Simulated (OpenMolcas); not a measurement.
## Run report: Nd³⁺, multiconfigurational calculation (part 2 of 2)

The same run, continued: Nd³⁺, among 4 point charges of −2 e at 2.77 Å, tetrahedron (Td), whose field is part of the energies. Method: state-averaged CASSCF, active space 3 electrons in the shell 4f, basis ANO-RCC-VDZP, DKH2 scalar Hamiltonian, spin-orbit coupling by RASSI with atomic mean-field integrals (OpenMolcas).

### The program's output (extracts), continued
```
--- RASSI ---
SPIN-FREE ENERGIES:
  (Shifted by EMIN (a.u.) =      -9619.3238828957)

 SF State       Relative EMIN(au)   Rel lowest level(eV)    D:o, cm**(-1)      L_eff

     1             0.0000000000        0.0000000000              0.0000         6.0
     2             0.0000579131        0.0015758955             12.7105         6.0
     3             0.0000579131        0.0015758955             12.7105         6.0
     4             0.0000579131        0.0015758955             12.7105         6.0
     5             0.0001288425        0.0035059822             28.2777         6.0
     6             0.0001288425        0.0035059822             28.2777         6.0
     7             0.0001288425        0.0035059822             28.2777         6.0
     8             0.0002662341        0.0072445991             58.4316         6.0
     9             0.0004333586        0.0117922871             95.1112         6.0
    10             0.0004333586        0.0117922871             95.1112         6.0
    11             0.0004333586        0.0117922871             95.1112         6.0
    12             0.0004640252        0.0126267689            101.8418         6.0
    13             0.0004640252        0.0126267689            101.8418         6.0
    36             0.0657220137        1.7883871001          14424.3147         5.0
    37             0.0657220137        1.7883871001          14424.3147         5.0
    38             0.0657220137        1.7883871001          14424.3147         5.0
    39             0.0657487626        1.7891149752          14430.1854         5.0
    40             0.0657487626        1.7891149752          14430.1854         5.0
    41             0.0658838986        1.7927922130          14459.8444         5.0
    42             0.0658838986        1.7927922130          14459.8444         5.0
    43             0.0658838986        1.7927922130          14459.8444         5.0
    44             0.0659388619        1.7942878385          14471.9074         5.0
    45             0.0659388619        1.7942878385          14471.9074         5.0
    46             0.0659388619        1.7942878385          14471.9074         5.0
    14             0.0664731952        1.8088277892          14589.1800         3.0
    15             0.0667943706        1.8175674162          14659.6699         3.0
    16             0.0667943706        1.8175674162          14659.6699         3.0
    17             0.0667943706        1.8175674162          14659.6699         3.0
    18             0.0668313982        1.8185749892          14667.7965         0.0
    19             0.0669983160        1.8231170555          14704.4307         3.0
    20             0.0669983160        1.8231170555          14704.4307         3.0
    21             0.0669983160        1.8231170555          14704.4307         3.0
    47             0.0875114887        2.3813089205          19206.5517         4.0
    48             0.0875114887        2.3813089205          19206.5517         4.0
    49             0.0875114887        2.3813089205          19206.5517         4.0
    50             0.0875379386        2.3820286596          19212.3568         4.0
    51             0.0875379386        2.3820286596          19212.3568         4.0
    52             0.0875529370        2.3824367858          19215.6486         4.0
    53             0.0875529370        2.3824367858          19215.6486         4.0
    54             0.0875529370        2.3824367858          19215.6486         4.0
Eigenvalues of complex Hamiltonian:
   -----------------------------------
  (Shifted by EMIN (a.u.) =      -9619.3238828957)

 SO State       Relative EMIN(au)   Rel lowest level(eV)    D:o, cm**(-1)     J-value

     1            -0.0169283465        0.0000000000              0.0000         3.6
     2            -0.0169283465        0.0000000000              0.0000         3.6
     3            -0.0169283465        0.0000000000              0.0000         3.6
     4            -0.0169283465        0.0000000000              0.0000         3.6
     5            -0.0167337902        0.0052941471             42.7002         3.6
     6            -0.0167337902        0.0052941470             42.7002         3.6
     7            -0.0167337902        0.0052941470             42.7002         3.5
     8            -0.0167337902        0.0052941471             42.7002         3.6
     9            -0.0165790459        0.0095049548             76.6626         3.6
    10            -0.0165790459        0.0095049548             76.6626         3.6
    11            -0.0078227338        0.2477763443           1998.4510         4.4
    12            -0.0078227338        0.2477763443           1998.4510         4.4
    13            -0.0077799025        0.2489418442           2007.8514         4.8
    14            -0.0077799025        0.2489418443           2007.8514         3.9
    15            -0.0077799025        0.2489418442           2007.8514         4.7
    16            -0.0077799025        0.2489418443           2007.8514         4.2
    17            -0.0076498224        0.2524815033           2036.4007         4.4
    18            -0.0076498224        0.2524815033           2036.4007         4.4
    19            -0.0075812251        0.2543481306           2051.4560         3.3
    20            -0.0075812251        0.2543481305           2051.4560         5.3
    21            -0.0075812251        0.2543481305           2051.4560         5.2
    22            -0.0075812251        0.2543481306           2051.4560         3.4
    23             0.0019840087        0.5146314026           4150.7822         5.2
    24             0.0019840087        0.5146314026           4150.7822         5.2
    25             0.0020292362        0.5158621059           4160.7085         5.2
    26             0.0020292362        0.5158621060           4160.7085         5.3
    27             0.0020292362        0.5158621060           4160.7085         5.3
    28             0.0020292362        0.5158621059           4160.7085         5.1
    29             0.0020833535        0.5173347127           4172.5859         5.2
    30             0.0020833535        0.5173347127           4172.5859         5.2
    31             0.0022234116        0.5211458859           4203.3250         5.2
    32             0.0022234116        0.5211458859           4203.3250         5.2
    33             0.0022596562        0.5221321532           4211.2798         5.9
    34             0.0022596562        0.5221321532           4211.2798         5.9
    35             0.0022596562        0.5221321532           4211.2798         4.5
    36             0.0022596562        0.5221321532           4211.2798         4.5
    37             0.0122938055        0.7951752650           6413.5210         6.0
    38             0.0122938055        0.7951752649           6413.5210         6.1
    39             0.0122938055        0.7951752650           6413.5210         6.0
    40             0.0122938055        0.7951752649           6413.5210         6.1
    41             0.0123647035        0.7971044972           6429.0813         6.1
Weights of the five most important spin-orbit-free states for each spin-orbit state.

 SO State  Total energy (au)           Spin-free states, spin, and weights
 -------------------------------------------------------------------------------------------------------
    1        -0.016928       3 1.5  0.2511    1 1.5  0.1807    4 1.5  0.1405    5 1.5  0.1101    6 1.5  0.1063
    2        -0.016928       2 1.5  0.2429    1 1.5  0.1807    4 1.5  0.1504    7 1.5  0.1155    5 1.5  0.1048
    3        -0.016928       2 1.5  0.2456    1 1.5  0.1807    4 1.5  0.1538    6 1.5  0.1086    7 1.5  0.1069
    4        -0.016928       3 1.5  0.2487    1 1.5  0.1807    4 1.5  0.1411    6 1.5  0.1126    5 1.5  0.1077
    5        -0.016734       8 1.5  0.1849   11 1.5  0.1009    7 1.5  0.0993   12 1.5  0.0806   13 1.5  0.0806
    6        -0.016734       8 1.5  0.1849   10 1.5  0.0930    5 1.5  0.0923    9 1.5  0.0922    6 1.5  0.0889
    7        -0.016734       8 1.5  0.1849    6 1.5  0.0961   10 1.5  0.0896    9 1.5  0.0892    5 1.5  0.0829
    8        -0.016734       8 1.5  0.1849    7 1.5  0.1044   11 1.5  0.0945   12 1.5  0.0806   13 1.5  0.0806
    9        -0.016579      13 1.5  0.2041   12 1.5  0.2041   11 1.5  0.1813    9 1.5  0.1813   10 1.5  0.1813
   10        -0.016579      13 1.5  0.2041   12 1.5  0.2041   11 1.5  0.1813    9 1.5  0.1813   10 1.5  0.1813
   11        -0.007823       6 1.5  0.1751    5 1.5  0.1751    7 1.5  0.1751    2 1.5  0.1414    3 1.5  0.1414
   12        -0.007823       6 1.5  0.1751    5 1.5  0.1751    7 1.5  0.1751    2 1.5  0.1414    3 1.5  0.1414
```

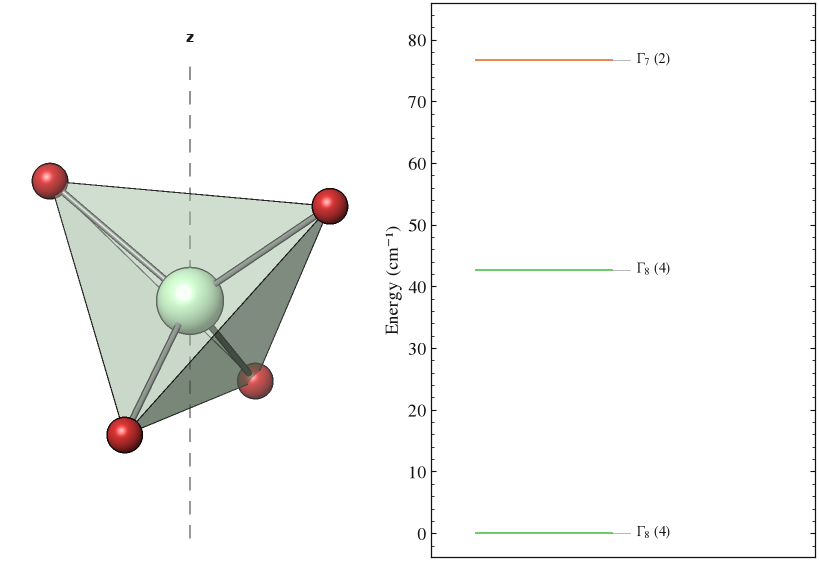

Figure 2. Nd³⁺ (4f³) among 4 point charges of −2 e at 2.77 Å, arranged as: tetrahedron (Td), with its levels. Labels give the representation in O, Td, D4 or D3 as the site allows (double group for half-integer spin) where it could be assigned and, in brackets, the degeneracy; spin-free states, where drawn, share the zero of the spin-orbit levels. The ground level is Γ₈, 4-fold degenerate, 98 % from states of spin multiplicity 4 (of the 112 states of multiplicity 2, 89 enter the spin-orbit step), effective J = 4.50, with |mJ| = 7/2 the largest share (44 %). The next level lies at 43 cm⁻¹ (Γ₈). The lowest J multiplet spreads over 77 cm⁻¹.

Outcome of the run: converged.
